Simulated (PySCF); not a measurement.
Excited-state calculation of C$_{5}$H$_{8}$Si

The run: excited-state calculation of C$_{5}$H$_{8}$Si, SMILES C=CC#CC[SiH3]. Method and program: TDDFT HF/def2-SVPD, vertical, gas phase, core orbitals frozen in the response (PySCF 2.14.0).

The geometry comes from this level: PBE0-D3(BJ)/def2-SVP.

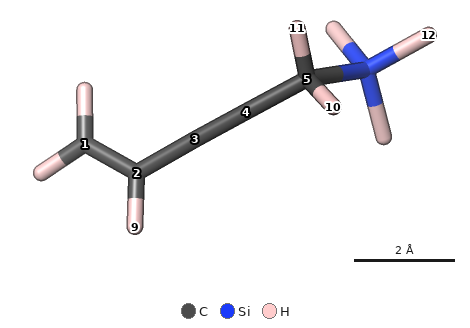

Figure 1. The input geometry (stick view, seen at an oblique angle; atoms are numbered from 1 in the order of the input). Bond lengths as drawn: C–C 1.22 to 1.45 Å, C–H 1.09 to 1.10 Å, C–Si 1.90 Å and H–Si 1.49 to 1.50 Å.

### Input
```
{"job": {"kind": "uv", "xc": "HF", "basis": "def2-SVPD", "ip": true}, "charge": 0, "multiplicity": 1}
C      3.102032     0.923750    -0.247950
C      2.288563     0.697364     0.794803
C      1.047197     0.007341     0.725709
C     -0.014763    -0.587328     0.698043
C     -1.307403    -1.235624     0.631655
Si    -2.655654    -0.030991     0.039171
H      2.850442     0.576965    -1.253375
H      4.042082     1.463960    -0.115376
H      2.578823     1.063689     1.787478
H     -1.604132    -1.630428     1.618756
H     -1.283541    -2.094146    -0.061994
H     -3.966282    -0.749655    -0.015184
H     -2.313510     0.475718    -1.321685
H     -2.760267     1.114660     0.989090
```

The first line tells a small driver script what to run in PySCF; the rest is the geometry in Å.

Run on 1 CPU thread, shared host.

Launched with:
```bash
OMP_NUM_THREADS=1 python <driver script> task.json out
```

### The program's output
```
final grid: 110944 points
cycle   1  E = -482.5422994245  dE =  8.955e-01  |g| = 4.265e-01  |ddm| = 5.965e+00
cycle   2  E = -482.6146335042  dE = -7.233e-02  |g| = 1.421e-01  |ddm| = 1.919e+00
cycle   3  E = -482.6211868867  dE = -6.553e-03  |g| = 6.391e-02  |ddm| = 7.118e-01
cycle   4  E = -482.6224711625  dE = -1.284e-03  |g| = 1.807e-02  |ddm| = 2.291e-01
cycle   5  E = -482.6225638854  dE = -9.272e-05  |g| = 4.973e-03  |ddm| = 4.439e-02
cycle   6  E = -482.6225756544  dE = -1.177e-05  |g| = 1.294e-03  |ddm| = 1.839e-02
cycle   7  E = -482.6225770100  dE = -1.356e-06  |g| = 5.013e-04  |ddm| = 6.187e-03
cycle   8  E = -482.6225771885  dE = -1.785e-07  |g| = 1.936e-04  |ddm| = 2.044e-03
cycle   9  E = -482.6225772443  dE = -5.585e-08  |g| = 1.186e-04  |ddm| = 9.094e-04
cycle  10  E = -482.6225772651  dE = -2.078e-08  |g| = 4.453e-05  |ddm| = 6.796e-04
cycle  11  E = -482.6225772688  dE = -3.634e-09  |g| = 1.488e-05  |ddm| = 3.011e-04
cycle  12  E = -482.6225772691  dE = -3.353e-10  |g| = 5.841e-06  |ddm| = 9.872e-05
converged SCF energy = -482.6225772691

Static polarisability (au): isotropic 90.376, principal 66.610 72.029 132.488

Singlet excitations
state   eV       nm        f      main configurations
  1   5.5445    223.6   0.13537   H-1->L+2 0.21, H->L+2 0.21, H-1->L+1 0.09
  2   5.6075    221.1   0.22817   H->L+1 0.19, H->L+2 0.19, H-1->L+1 0.10
  3   5.9940    206.8   0.00294   H->L+13 0.16, H-1->L+2 0.11, H->L+9 0.10
  4   6.8408    181.2   0.00082   H->L 0.36, H->L+1 0.33, H->L+5 0.09
  5   7.5524    164.2   0.55112   H-2->L+2 0.15, H->L+2 0.10, H-1->L+13 0.10
  6   7.7027    161.0   0.02474   H->L+3 0.60
  7   7.8757    157.4   0.03764   H-1->L 0.38, H-1->L+1 0.36
  8   7.9947    155.1   0.00351   H->L+4 0.79
  9   8.4318    147.0   0.01731   H->L 0.29, H->L+6 0.22, H->L+2 0.15
 10   8.5763    144.6   0.11953   H->L+1 0.18, H->L+2 0.13, H->L+6 0.12

Triplet excitations (Tamm-Dancoff, eV): 2.9055 4.8985 5.2219 5.6457
Vertical ionisation energy (delta-SCF) = 7.5082 eV
```

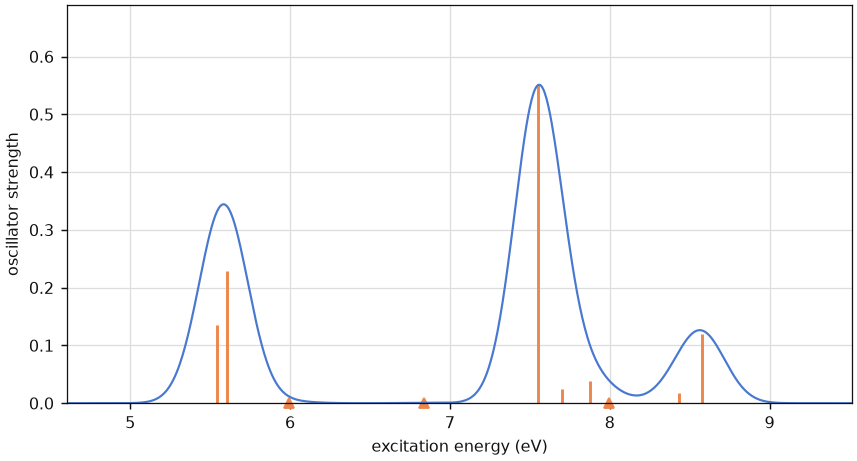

Figure 2. Computed excitations as sticks (degenerate states added up, dark ones marked on the axis), with a Gaussian envelope of 0.35 eV full width at half maximum, scaled to the tallest. Of the 10 states the lowest lies at 5.54 eV (f = 0.135); the strongest line is at 7.55 eV, or 164 nm (f = 0.551).

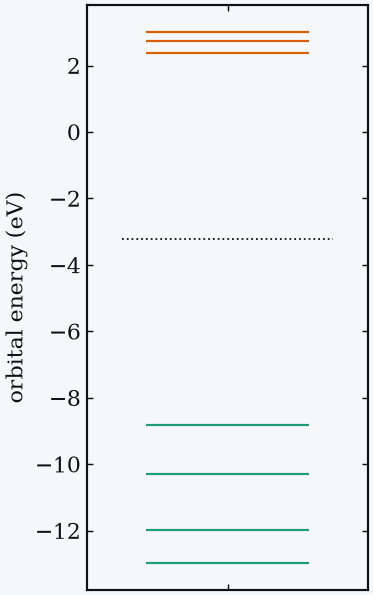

Figure 3. Orbital energies near the frontier; the dotted line parts filled from empty levels, and levels within 0.02 eV of each other stand side by side. Highest filled −8.82 eV, lowest empty 2.36 eV, 11.18 eV apart.

### Summary

| quantity | value |
| --- | --- |
| outcome | converged |
| total energy | −482.622577 hartree |
| HOMO | −8.82 eV |
| LUMO | 2.36 eV |
| dipole moment | 0.42 D |
| mean polarisability | 90.38 a.u. |
| vertical ionisation energy | 7.51 eV |
| lowest singlet excitation | 5.54 eV |
| wall time | 16 s |
| peak memory | 0.79 GiB |
